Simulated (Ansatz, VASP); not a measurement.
# ZnS (Wurtzite) in two plane-wave programs, part 3 of 3

Aim: how closely do two programs agree when they are given the same cell, functional and k mesh?

VASP 6.6.1 and Ansatz 0.2.0.

So far. Step 2 (VASP: band structure, HSE06): The k-mesh is coarse for exact exchange; levels may shift by about 0.1 eV on a finer one. Step 4 (Differences): Among the levels compared (up to four filled and three empty ones at each point), filled levels agree within 12 meV and empty ones within 19 meV.

The database entry behind the starting cell has ideal inner coordinates that were not refined, so it need not match the best structure at ambient conditions.

### 5. VASP: band structure, PBE0

Level of this step: PBE0; plane waves and PAW (Zn, S) (VASP).

Levels along a path test the potential and the projectors away from the mesh points.

Contents of INCAR:

```
SYSTEM = ZnS
PREC = Accurate
ENCUT = 350
EDIFF = 1E-06
NELM = 100
ISMEAR = 0
SIGMA = 0.03
LREAL = .FALSE.
ALGO = Normal
LHFCALC = .TRUE.
AEXX = 0.25
GGA = PE
LASPH = .TRUE.
NBANDS = 24
PRECFOCK = Fast
HFRCUT = -1
LORBIT = 11
LWAVE = .FALSE.
LCHARG = .FALSE.
KPAR = 4
```

Contents of POSCAR:

```
ZnS
1.0
    3.8110000000      0.0000000000      0.0000000000
   -1.9055000000      3.3004228138      0.0000000000
    0.0000000000      0.0000000000      6.2340000000
Zn S
2 2
Direct
    0.3333333333      0.6666666667      0.5000000000
    0.6666666667      0.3333333333      0.0000000000
    0.3333333333      0.6666666667      0.8750000000
    0.6666666667      0.3333333333      0.3750000000
```

Contents of KPOINTS:

```
Automatic mesh
0
Gamma
4 4 3
0 0 0
```

Contents of KPOINTS_OPT:

```
Line mode
10
Line-mode
Reciprocal
  0.00000000   0.00000000   0.00000000 GAMMA
  0.50000000   0.00000000   0.00000000 M

  0.50000000   0.00000000   0.00000000 M
  0.33333333   0.33333333   0.00000000 K

  0.33333333   0.33333333   0.00000000 K
  0.00000000   0.00000000   0.00000000 GAMMA

  0.00000000   0.00000000   0.00000000 GAMMA
  0.00000000   0.00000000   0.50000000 A

  0.00000000   0.00000000   0.50000000 A
  0.50000000   0.00000000   0.50000000 L

  0.50000000   0.00000000   0.50000000 L
  0.33333333   0.33333333   0.50000000 H

  0.33333333   0.33333333   0.50000000 H
  0.00000000   0.00000000   0.50000000 A

  0.50000000   0.00000000   0.50000000 L
  0.50000000   0.00000000   0.00000000 M

  0.33333333   0.33333333   0.00000000 K
  0.33333333   0.33333333   0.50000000 H
```

PAW data sets: Zn and S (PBE family, release 64).

Launch:

```bash
mpirun -np 8 vasp_std
```

Numbers of over 12 decimals in the logs are rounded to 6 here.

What it wrote:

```text
[banner, memory and clock lines left out]
running    8 mpi-ranks, on    1 nodes
[...]
[... a notice as in an earlier step ...]

 LDA part: xc-table for (Slater+PW92), standard interpolation
 found WAVECAR, reading the header
 POSCAR, INCAR and KPOINTS ok, starting setup
[...]
HFRCUT set to (new)   9.649600
 reading WAVECAR
 the WAVECAR file was read successfully
 initial charge from wavefunction
 entering main loop
       N       E                     dE             d eps       ncg     rms          rms(c)
DAV:   1    -0.178671579442E+02   -0.17867E+02   -0.27980E+00   464   0.391E+01    0.379E+00
DAV:   2    -0.178103056501E+02    0.56852E-01   -0.67613E-01   416   0.137E+01    0.237E+00
DAV:   3    -0.178059917210E+02    0.43139E-02   -0.92026E-02   480   0.428E+00    0.168E+00
DAV:   4    -0.178051583182E+02    0.83340E-03   -0.11465E-02   472   0.105E+00    0.101E+00
[...]
DAV:   9    -0.178046129504E+02    0.65187E-05   -0.41683E-06   432   0.122E-02    0.507E-02
DAV:  10    -0.178046105981E+02    0.23523E-05   -0.10640E-06   320   0.742E-03    0.268E-02
DAV:  11    -0.178046096456E+02    0.95250E-06   -0.55979E-07   312   0.561E-03
   1 F= -.17804610E+02 E0= -.17804610E+02  d E =-.238391E-17
 Start KPOINTS_OPT (optional k-point list driver)
k-point batch [1-8\90]
       N       E                     dE             ncg
DAV:   1     0.703420305760E+03   -0.21219E+04      384
DAV:   2    -0.133681982308E+04   -0.20402E+04      392
DAV:   3    -0.153184975369E+04   -0.19503E+03      432
DAV:   4    -0.153792279353E+04   -0.60730E+01      472
DAV:   5    -0.153802446338E+04   -0.10167E+00      480
DAV:   6    -0.153802685774E+04   -0.23944E-02      464
DAV:   7    -0.153802693059E+04   -0.72849E-04      456
DAV:   8    -0.153802693349E+04   -0.28997E-05      376
DAV:   9    -0.153802693369E+04   -0.19882E-06      312
[...]
k-point batch [89-90\90]
       N       E                     dE             ncg
DAV:   1     0.654597155485E+04   -0.20701E+04       96
DAV:   2     0.604620715350E+04   -0.49976E+03       96
DAV:   3     0.600237088142E+04   -0.43836E+02      128
DAV:   4     0.600120030364E+04   -0.11706E+01      120
DAV:   5     0.600118448924E+04   -0.15814E-01      112
DAV:   6     0.600118414248E+04   -0.34676E-03      112
DAV:   7     0.600118413263E+04   -0.98494E-05      112
DAV:   8     0.600118413231E+04   -0.31708E-06       80
```

Parts of OUTCAR (step 5):

```text
 POSITION                                       TOTAL-FORCE (eV/Angst)
 -----------------------------------------------------------------------------------
     -0.00000      2.20028      3.11700         0.000000     -0.000000      0.010778
      1.90550      1.10014      0.00000        -0.000000      0.000000      0.010778
     -0.00000      2.20028      5.45475         0.000000      0.000000     -0.010778
      1.90550      1.10014      2.33775        -0.000000     -0.000000     -0.010778
 -----------------------------------------------------------------------------------
    total drift:                               -0.000001      0.000001     -0.001530

  FREE ENERGIE OF THE ION-ELECTRON SYSTEM (eV)
  ---------------------------------------------------
  free  energy   TOTEN  =       -17.8046096456 eV

  energy  without entropy=      -17.8046096456  energy(sigma->0) =      -17.80460965

[... 2 parts as in an earlier step ...]

[... 1 further part left out ...]
[key lines of the parts left out:]
E-fermi :   1.2446
```

The k-mesh is coarse for unscreened exact exchange, which converges slowly with it.

### 6. Ansatz: band structure, PBE0

The same cell, functional, mesh and smearing now go to Ansatz, which takes its cutoff from its data sets.

Contents of input.yaml:

```yaml
crystal:
  lattice:
    - [3.811, 0.0, 0.0]
    - [-1.9055, 3.3004228138, 0.0]
    - [0.0, 0.0, 6.234]
  atoms:
    - { symbol: Zn, position: [0.3333333333, 0.6666666667, 0.5] }
    - { symbol: Zn, position: [0.6666666667, 0.3333333333, 0.0] }
    - { symbol: S, position: [0.3333333333, 0.6666666667, 0.875] }
    - { symbol: S, position: [0.6666666667, 0.3333333333, 0.375] }
hamiltonian:
  xc: pbe0
  pseudopotentials: { kind: paw }
kpoints:
  mp_grid: { grid: [4, 4, 3] }
  band_path:
    path:
      - [0.0, 0.0, 0.0]
      - [0.44444, 0.0, 0.0]
      - [0.38889, 0.22222, 0.0]
      - [0.18519, 0.18519, 0.0]
      - [0.0, 0.0, 0.11111]
      - [0.0, 0.0, 0.5]
      - [0.44444, 0.0, 0.5]
      - [0.38889, 0.22222, 0.5]
      - [0.18519, 0.18519, 0.5]
      - [0.5, 0.0, 0.38889]
      - [0.33333, 0.33333, 0.0]
      - [0.33333, 0.33333, 0.5]
    npoints: 1
scf:
  occupations: { method: gaussian, width: 0.03 }
  n_extra_bands: 8
output:
  forces: true
  stress: true
  eigenvalues: true
  write_density: true
  write_potential: true
  elf: true
  volumetric_format: npy
```

Launch:

```bash
ansatz run input.yaml --threads 4 --pin off --max-ram 9216MiB --backend cpu --events-out ev --progress --plain --runs-dir out
```

What it wrote:

```text
[...]
Crystal: 4 atoms, lattice volume = 78.411 Å³
Basis set: ecut = 420 eV, 1521 PW (Γ), exchange–correlation on 54×54×90 points (8 copies of the dense FFT grid, shifted against one another)
Bands: 26, of which v1, the nominal top of the filled ones, is band 18 counted from 1 (17 counted from 0)
Symmetry: 12 space group operations
[...]
k-points: 8 of 48 (time reversal used)
[...]
--- Band table (eV; the first three rows and the last of 8) ---
  k-point 0: bands = [... 14 lower, 3.8079, 4.7268, 4.7775, 4.7775, 8.9218, 9.8219, 13.0978, 13.0978, ... 4 higher]
  k-point 1: bands = [... 14 lower, 4.0340, 4.0340, 4.5170, 4.5170, 10.1071, 10.1608, 13.0525, 13.2730, ... 4 higher]
  k-point 2: bands = [... 14 lower, 2.4012, 3.0179, 4.1204, 4.2961, 10.6847, 10.8328, 12.6752, 13.3598, ... 4 higher]
  k-point 7: bands = [... 14 lower, 1.6614, 2.4035, 2.6413, 3.5003, 11.1880, 11.5912, 12.8189, 13.1897, ... 4 higher]
[key lines of the parts left out:]
Free energy (F): -8447.291183 eV
Fermi energy:    6.849754 eV
P = ⅓ Tr σ = 1.4208 GPa (14.208 kbar)
```

Wall time 21 s (4 threads of Intel Xeon 6975P-C (Granite Rapids), shared host); peak memory 0.96 GiB; 73 s of CPU time.

### 7. Side by side

Compared:

```csv
quantity,Ansatz,VASP,difference
gap over the path points (eV),4.144,4.157,-0.013
```

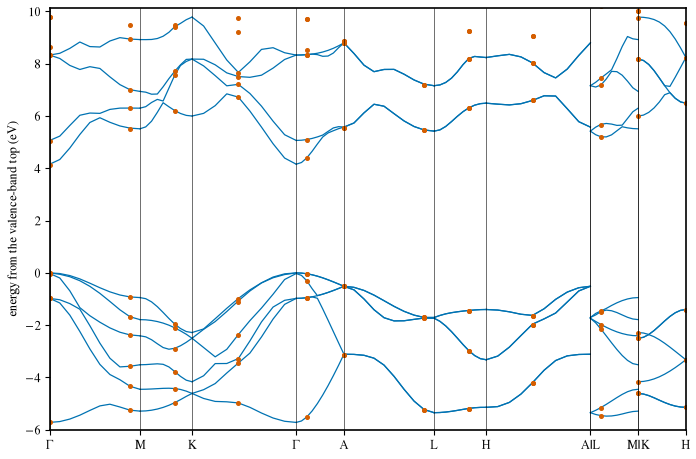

Bands from VASP (lines) and levels from Ansatz (dots). Dots without a line are higher empty bands that the VASP plot leaves out.

Levels at points of the path, from each program's valence-band top (eV; 4 filled, then empty):

```csv
k (reciprocal lattice),Ansatz,VASP
0.000 0.000 0.000,-0.97 -0.05 0.00 0.00 4.14 5.04 8.32,-0.97 -0.02 0.00 0.00 4.16 5.07 8.33
0.444 0.000 0.000,-3.58 -2.37 -1.69 -0.92 5.52 6.29 6.99,-3.57 -2.37 -1.68 -0.92 5.54 6.30 7.01
0.389 0.222 0.000,-3.78 -2.89 -2.11 -1.97 6.20 7.56 7.71,-3.77 -2.88 -2.10 -1.96 6.21 7.56 7.71
0.185 0.185 0.000,-3.29 -2.38 -1.10 -0.99 6.73 7.21 7.50,-3.28 -2.36 -1.07 -0.98 6.72 7.21 7.51
0.000 0.000 0.111,-0.94 -0.32 -0.03 -0.03 4.38 5.08 8.34,-0.95 -0.30 -0.03 -0.03 4.40 5.10 8.35
0.000 0.000 0.500,-0.51 -0.51 -0.51 -0.51 5.55 5.55 8.78,-0.51 -0.51 -0.51 -0.51 5.58 5.58 8.80
0.444 0.000 0.500,-1.74 -1.74 -1.70 -1.70 5.46 5.46 7.21,-1.73 -1.73 -1.70 -1.70 5.47 5.47 7.22
0.389 0.222 0.500,-2.99 -2.99 -1.45 -1.45 6.31 6.31 8.19,-2.97 -2.97 -1.44 -1.44 6.31 6.31 8.20
0.185 0.185 0.500,-1.98 -1.98 -1.64 -1.64 6.59 6.59 8.03,-1.96 -1.96 -1.63 -1.63 6.60 6.60 8.03
0.500 0.000 0.389,-2.16 -1.97 -1.48 -1.47 5.20 5.67 7.18,-2.15 -1.97 -1.48 -1.46 5.20 5.68 7.19
```

Among the levels compared (up to four filled and three empty ones at each point), filled levels agree within 27 meV and empty ones within 25 meV.

### 8. Summary of results

| Property | Result |
| --- | --- |
| difference in gap over the path points (band structure, HSE06) | 0.015 eV |
| difference in gap over the path points (band structure, PBE0) | -0.013 eV |

The difference in gap over the path points is 0.015 eV (band structure, HSE06), within the 0.08 eV picked in this series as the mark of a large difference. Differences of this kind measure data sets and numerical settings, not the functional's error against experiment.

[Lines on the potential files, build, host, timing and source positions are cut from VASP's logs without a mark.]

[Logs are printed without paths, hosts, clocks, repeated set-up lines and the standing remarks that a program may print on its own settings, such as how far it seeks lower states.]

[Hosts, paths, dates, database ids (printed as entryN), source tags and the programs' standing remarks are cut or masked in the printed files.]
